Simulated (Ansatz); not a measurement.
## Profile along the Hf–Hf line in Hf (hcp, Mg type)

Hf (hcp, Mg type), conventional cell a = b = 3.1590 Å, c = 4.9998 Å, α = β = 90.00°, γ = 120.00°. The calculation uses the primitive cell of 2 atoms, to which meshes and values per cell refer.

Fields along a shortest Hf–Hf line of a (0001) plane (3.16 Å), from Hf to Hf, interpolated on the slice's grid (step about 0.3 Å). The numbers are results of PBEsol (plane waves to 420 eV, PAW, scalar-relativistic; Ansatz, a first-principles code), not measurements. k mesh 17×17×9. These are valence fields of a PAW run, semicore shells included where kept as valence: close to a nucleus they are smooth pseudo fields. Hf is run without spin polarisation. Hf was relaxed with its symmetry unable to fall. Spin-orbit coupling is left out, though Hf is heavy. The PAW data are Ansatz's earlier set.

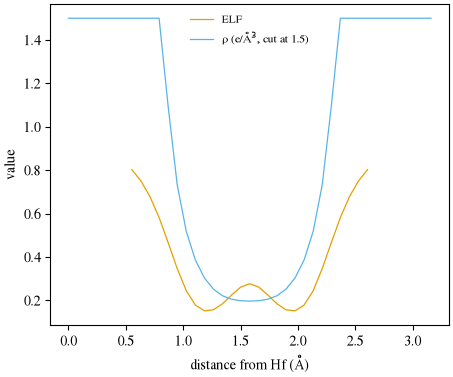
Figure. ELF (away from the nuclei) and valence density from Hf to Hf.

Density on the Hf–Hf line (3.16 Å) at its midpoint: 0.20 e/Å³. ELF at that point: 0.28.
